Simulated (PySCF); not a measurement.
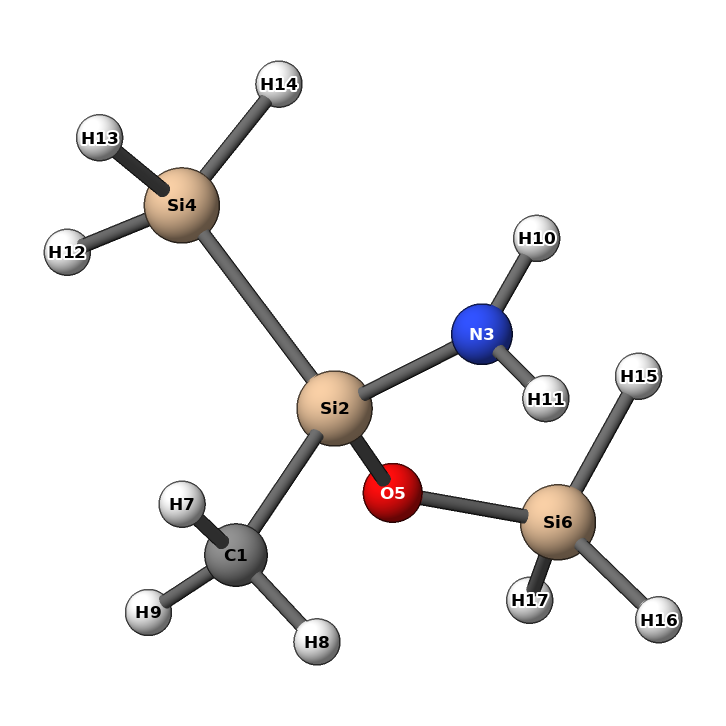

The questions are on isotropic NMR shieldings of the H atoms. Computed geometry: PBE0-D3(BJ)/def2-SVP optimisation. No frequency run is at hand to confirm it as a minimum. Method: GIAO PBE0/pcSseg-1 NMR shielding, non-relativistic, gas phase (PySCF 2.14.0).

Give the isotropic NMR shieldings of the H atoms atom by atom.

```
atom  σ (ppm)
  H7    31.18
  H8    30.86
  H9    30.84
 H10    30.08
 H11    30.13
 H12    27.90
 H13    28.03
 H14    28.00
 H15    26.29
 H16    26.31
 H17    26.43
```
